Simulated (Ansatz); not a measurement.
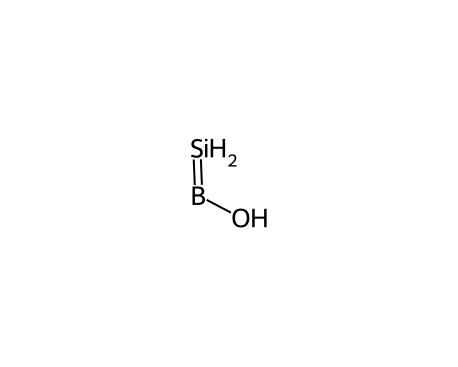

Structural formula above. The geometry was computed by an optimisation with PBE0-D4/def2-TZVP. No frequency run is at hand to confirm it as a minimum.

Describe the 3D structure.

The molecule is BH3OSi. Its SMILES string is `OB=[SiH2]`. It has no ring. Among its groups: Si–H bond. The point group is Cs. Coordination, clear cases only: 1 O bent; 1 Si trigonal pyramidal.

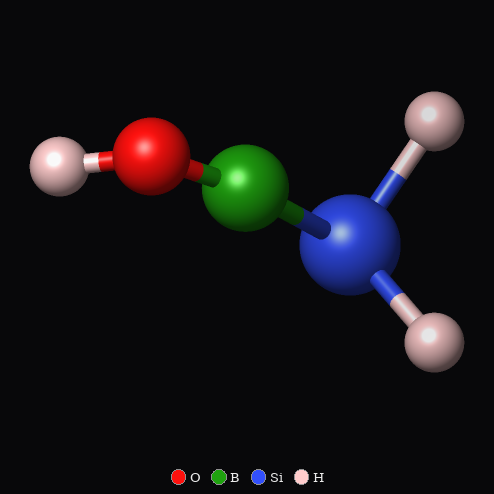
